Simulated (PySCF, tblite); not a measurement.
**C5H6ClNS: a rotation path, then NMR shifts on frames**

Aim: move C5H6ClNS (`CCc1scnc1Cl`) away from its starting geometry and see how NMR shifts follow the geometry.

The runs use tblite 0.8.0 and PySCF 2.14.0, with density-fitted response routines of our own; the level of theory stands in each step. All values are computed, except where a source is named. Atoms count from 0, in the outputs and in this text.

## 1. The molecule as given

14 atoms, charge 0, multiplicity 1; geometry from: GFN2-xTB.

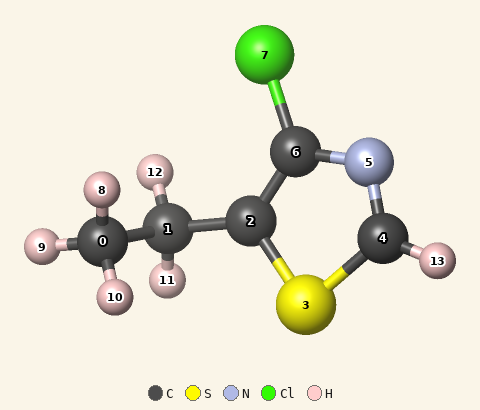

As it starts; carbon dark grey, sulfur yellow, nitrogen light blue, chlorine green, hydrogen pink, atoms numbered.

## 2. The rotation path with GFN2-xTB

The job: settings as JSON, then the geometry in Å.

```
{"job": {"kind": "neb", "xc": "GFN2-xTB", "basis": "xTB", "atoms": [6, 2, 1, 0], "turn": 120}, "charge": 0, "multiplicity": 1}
C     -1.892079    -0.728037     0.627137
C     -1.036492    -0.087917    -0.468328
C      0.369129     0.083533    -0.015625
S      1.498941    -1.227788     0.053341
C      2.681701    -0.131127     0.687161
N      2.278985     1.076161     0.833855
C      0.989398     1.209951     0.449392
Cl     0.244189     2.743422     0.558026
H     -1.892450    -0.102931     1.517047
H     -2.915752    -0.843173     0.281222
H     -1.500057    -1.708295     0.890057
H     -1.057429    -0.716186    -1.361283
H     -1.439748     0.894019    -0.723457
H      3.670986    -0.462105     0.929314
```

Level: GFN2-xTB climbing-image nudged elastic band, gas phase.

Launch:

```console
$ OMP_NUM_THREADS=1 python probes_run.py task.json out
```

This one command runs all jobs of the session in turn.

What it wrote:

```text
image   E - E0 / eV
  0       0.0000
  1       0.0077
  2       0.0511
  3       0.0979
  4       0.1111
  5       0.1013
  6       0.0575
  7       0.0096
  8       0.0000
```

Wall time 9.5 s (1 thread, shared host).

The final band, with the dihedral C6–C2–C1–C0:

| image | dihedral (°) | energy (eV) | energy (kcal/mol) |
| --- | --- | --- | --- |
| 0 | -100 | 0.000 | 0.0 |
| 1 | -75 | 0.008 | 0.2 |
| 2 | -51 | 0.051 | 1.2 |
| 3 | -28 | 0.098 | 2.3 |
| 4 | -2 | 0.111 | 2.6 |
| 5 | 24 | 0.101 | 2.3 |
| 6 | 49 | 0.058 | 1.3 |
| 7 | 73 | 0.010 | 0.2 |
| 8 | 99 | 0.000 | 0.0 |

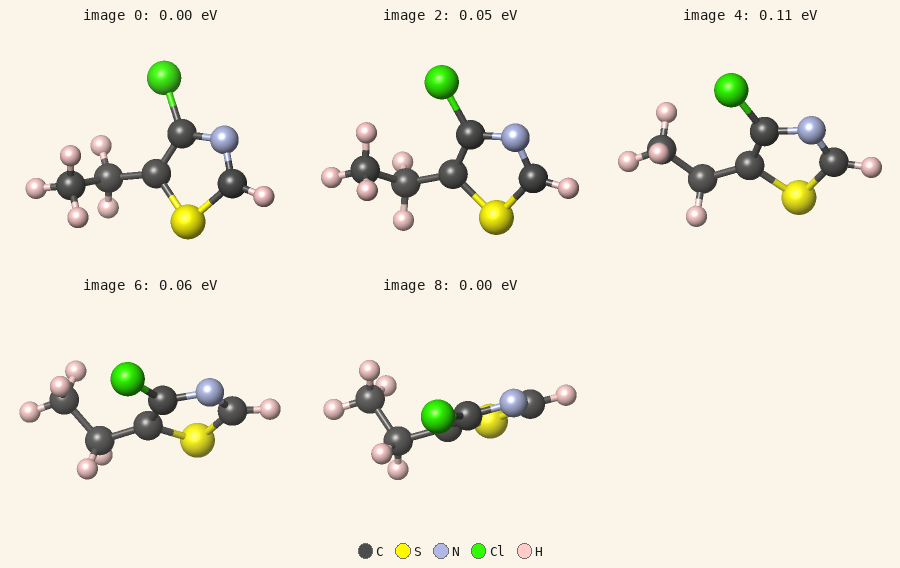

Images along the band.

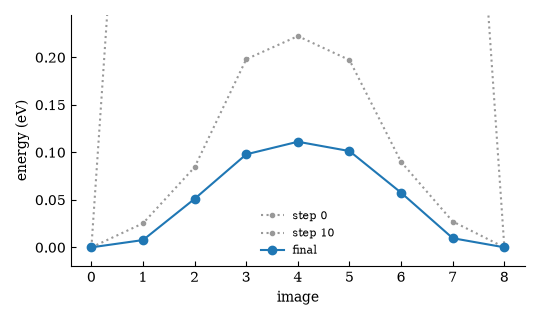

Energy along the band, early and final.

## 3. Shielding tensors: image 0, PBE0/pcSseg-1

The job: settings as JSON, then the geometry in Å.

```
{"job": {"kind": "nmr", "xc": "PBE0", "basis": "pcSseg-1", "pop": false}, "charge": 0, "multiplicity": 1}
C     -1.892100    -0.728000     0.627100
C     -1.036500    -0.087900    -0.468300
C      0.369100     0.083500    -0.015600
S      1.498900    -1.227800     0.053300
C      2.681700    -0.131100     0.687200
N      2.279000     1.076200     0.833900
C      0.989400     1.210000     0.449400
Cl     0.244200     2.743400     0.558000
H     -1.892400    -0.102900     1.517000
H     -2.915800    -0.843200     0.281200
H     -1.500100    -1.708300     0.890100
H     -1.057400    -0.716200    -1.361300
H     -1.439700     0.894000    -0.723500
H      3.671000    -0.462100     0.929300
```

With the program's defaults for keys left out, this is: GIAO PBE0/pcSseg-1 NMR shielding, non-relativistic, gas phase.

What it wrote:

```text
coarse grid: 13464 points
cycle   1  E = -1106.5402172364  dE =  1.423e+00  |g| = 4.013e-01  |ddm| = 3.789e+00
cycle   2  E = -1106.5109079549  dE =  2.931e-02  |g| = 5.521e-01  |ddm| = 9.077e-01
cycle   3  E = -1106.5797208902  dE = -6.881e-02  |g| = 8.523e-02  |ddm| = 5.466e-01
cycle   4  E = -1106.5807989441  dE = -1.078e-03  |g| = 4.786e-02  |ddm| = 1.118e-01
cycle   5  E = -1106.5813178139  dE = -5.189e-04  |g| = 1.151e-02  |ddm| = 5.690e-02
cycle   6  E = -1106.5813482055  dE = -3.039e-05  |g| = 3.683e-03  |ddm| = 1.514e-02
cycle   7  E = -1106.5813513167  dE = -3.111e-06  |g| = 1.317e-03  |ddm| = 4.764e-03
final grid: 122760 points
cycle   8  E = -1106.6292671617  dE = -2.865e-05  |g| = 1.022e-02  |ddm| = 3.171e-02
cycle   9  E = -1106.6292242359  dE =  4.293e-05  |g| = 1.613e-02  |ddm| = 2.744e-02
cycle  10  E = -1106.6292913624  dE = -6.713e-05  |g| = 2.781e-03  |ddm| = 2.008e-02
cycle  11  E = -1106.6292932064  dE = -1.844e-06  |g| = 4.855e-04  |ddm| = 3.024e-03
cycle  12  E = -1106.6292932562  dE = -4.983e-08  |g| = 1.350e-04  |ddm| = 5.677e-04
cycle  13  E = -1106.6292932602  dE = -3.953e-09  |g| = 4.121e-05  |ddm| = 1.604e-04
cycle  14  E = -1106.6292932605  dE = -3.340e-10  |g| = 2.110e-05  |ddm| = 5.836e-05
converged SCF energy = -1106.6292932605

GIAO shielding tensors (ppm)
atom      isotropic    diamagn.    paramagn.     s11        s22        s33       span
  0 C      166.209     246.367     -80.158    151.397    160.894    186.335     34.938
  1 C      162.772     242.921     -80.148    147.382    168.462    172.473     25.091
  2 C       41.227     264.729    -223.503    -22.631     25.694    120.617    143.249
  3 S      209.803    1057.887    -848.084     13.804    270.207    345.398    331.594
  4 C       35.034     261.281    -226.246    -46.905     32.921    119.086    165.992
  5 N      -95.272     331.265    -426.537   -374.434   -107.131    195.749    570.184
  6 C       40.722     250.852    -210.130    -20.985     66.789     76.360     97.345
  7 Cl     759.964    1146.973    -387.009    521.687    757.116   1001.089    479.401
  8 H       30.460      29.373       1.087     25.826     30.190     35.364      9.538
  9 H       30.366      27.918       2.448     25.872     26.776     38.452     12.580
 10 H       30.604      29.521       1.082     25.460     30.352     35.999     10.539
 11 H       28.956      29.542      -0.586     23.877     27.722     35.268     11.391
 12 H       28.590      29.775      -1.185     23.280     29.213     33.277      9.998
 13 H       23.608      29.671      -6.063     20.335     22.560     27.928      7.592
```

It took 55 s on 1 thread, shared host.

The references, computed at this level on geometries of the same kind, shield at (ppm): ¹H TMS 31.72, ¹³C TMS 186.9, ¹⁵N NH3 267.7, ³³S CS2 504, ³⁵Cl HCl 950. Their shielding less the atom's gives the shift. The references are single molecules in the gas phase, so shifts against H2O, NH3, PH3, H3PO4 or CFCl3 are not on the usual liquid scales and can be off by tens of ppm. Each atom is listed at this fixed geometry, with no averaging over motion; a spectrum would average atoms that exchange fast.

| atoms | environment | σ (ppm) | δ (ppm) |
| --- | --- | --- | --- |
| C4 | aromatic CH between two ring heteroatoms | 35.0 | 151.9 |
| C6 | aromatic carbon bearing chlorine | 40.7 | 146.2 |
| C2 | substituted aromatic carbon next to the ring sulfur | 41.2 | 145.7 |
| C1 | sp3 CH2 on an aromatic ring | 162.8 | 24.2 |
| C0 | methyl carbon | 166.2 | 20.7 |
| H13 | hydrogen on an aromatic CH between two ring heteroatoms | 23.61 | 8.11 |
| H12 | hydrogen on an sp3 CH2 on an aromatic ring | 28.59 | 3.13 |
| H11 | hydrogen on an sp3 CH2 on an aromatic ring | 28.96 | 2.76 |
| H9 | hydrogen on a methyl carbon | 30.37 | 1.35 |
| H8 | hydrogen on a methyl carbon | 30.46 | 1.26 |
| H10 | hydrogen on a methyl carbon | 30.60 | 1.11 |
| S3 | aromatic ring sulfur | 210 | 294 |
| N5 | pyridine-type nitrogen of an azole | -95.3 | 363.0 |
| Cl7 | chlorine bonded to C | 760 | 190 |

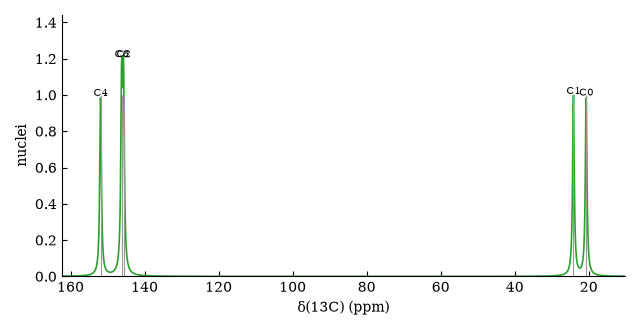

¹³C lines at the computed shifts, without couplings. Lines are broadened to a width of 0.52 ppm (Lorentzian).

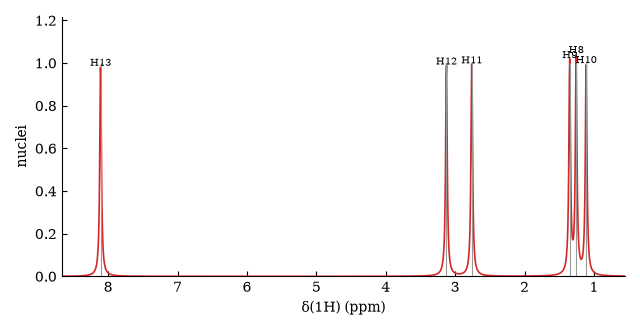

¹H lines at the computed shifts, without couplings. Lines are broadened to a width of 0.03 ppm (Lorentzian).

Ring of atoms C2, S3, C4, N5, C6: NICS(0) -11.6, NICS(1) -10.9, NICS(1)zz -24.0 ppm (means of both faces).

## 4. Nuclear shieldings: image 2, PBE0/pcSseg-1

The job: settings as JSON, then the geometry in Å.

```
{"job": {"kind": "nmr", "xc": "PBE0", "basis": "pcSseg-1", "pop": false}, "charge": 0, "multiplicity": 1}
C     -1.980800    -0.397200     0.602400
C     -0.958100    -0.326800    -0.531100
C      0.419800    -0.040500    -0.037400
S      1.772500    -1.025700    -0.492300
C      2.798500    -0.021000     0.476700
N      2.199600     0.942100     1.071100
C      0.876300     0.947600     0.792500
Cl    -0.071900     2.189700     1.483200
H     -2.031200     0.551800     1.125800
H     -2.964600    -0.621200     0.199600
H     -1.711000    -1.172400     1.314900
H     -0.942300    -1.274000    -1.073500
H     -1.257200     0.455500    -1.234900
H      3.849700    -0.208400     0.560900
```

Level: GIAO PBE0/pcSseg-1 NMR shielding, non-relativistic, gas phase.

What it wrote:

```text
coarse grid: 13464 points
cycle   1  E = -1106.5366576092  dE =  1.428e+00  |g| = 4.022e-01  |ddm| = 3.796e+00
cycle   2  E = -1106.5078936415  dE =  2.876e-02  |g| = 5.502e-01  |ddm| = 9.213e-01
cycle   3  E = -1106.5761742044  dE = -6.828e-02  |g| = 8.897e-02  |ddm| = 5.599e-01
cycle   4  E = -1106.5773870352  dE = -1.213e-03  |g| = 4.845e-02  |ddm| = 1.181e-01
cycle   5  E = -1106.5779236979  dE = -5.367e-04  |g| = 1.170e-02  |ddm| = 5.845e-02
cycle   6  E = -1106.5779550728  dE = -3.137e-05  |g| = 3.621e-03  |ddm| = 1.473e-02
cycle   7  E = -1106.5779580109  dE = -2.938e-06  |g| = 1.327e-03  |ddm| = 4.668e-03
final grid: 122760 points
cycle   8  E = -1106.6261914192  dE = -2.765e-05  |g| = 1.014e-02  |ddm| = 3.201e-02
cycle   9  E = -1106.6261502810  dE =  4.114e-05  |g| = 1.586e-02  |ddm| = 2.680e-02
cycle  10  E = -1106.6262151149  dE = -6.483e-05  |g| = 2.690e-03  |ddm| = 1.965e-02
cycle  11  E = -1106.6262168504  dE = -1.736e-06  |g| = 5.092e-04  |ddm| = 3.009e-03
cycle  12  E = -1106.6262169058  dE = -5.539e-08  |g| = 1.252e-04  |ddm| = 5.677e-04
cycle  13  E = -1106.6262169092  dE = -3.374e-09  |g| = 4.035e-05  |ddm| = 1.530e-04
cycle  14  E = -1106.6262169095  dE = -3.251e-10  |g| = 1.975e-05  |ddm| = 5.817e-05
converged SCF energy = -1106.6262169095

GIAO shielding tensors (ppm)
atom      isotropic    diamagn.    paramagn.     s11        s22        s33       span
  0 C      173.793     246.352     -72.559    160.072    175.077    186.232     26.160
  1 C      163.959     242.569     -78.610    148.975    168.135    174.768     25.794
  2 C       44.593     264.045    -219.452    -18.435     28.691    123.522    141.958
  3 S      192.743    1057.591    -864.848      3.472    277.805    296.952    293.479
  4 C       36.386     261.050    -224.665    -43.001     33.535    118.622    161.623
  5 N     -101.554     331.016    -432.570   -376.510   -111.450    183.298    559.807
  6 C       40.532     249.961    -209.430    -25.715     70.998     76.312    102.027
  7 Cl     731.286    1147.168    -415.882    509.624    721.200    963.035    453.411
  8 H       28.935      29.569      -0.634     21.636     30.418     34.752     13.117
  9 H       30.606      27.895       2.711     25.794     27.474     38.550     12.756
 10 H       30.831      29.369       1.462     27.108     28.858     36.527      9.419
 11 H       28.908      29.717      -0.809     21.800     30.026     34.898     13.098
 12 H       28.775      29.006      -0.231     24.851     26.800     34.673      9.822
 13 H       23.726      29.491      -5.765     20.489     22.677     28.012      7.523
```

Run time: 61 s. Hardware: 1 thread, shared host.

This run: δ C4 150.5, C6 146.4, C2 142.3, C1 23.0, H13 7.99, H12 2.94 ppm.

(Part 1 of 2 ends here.)
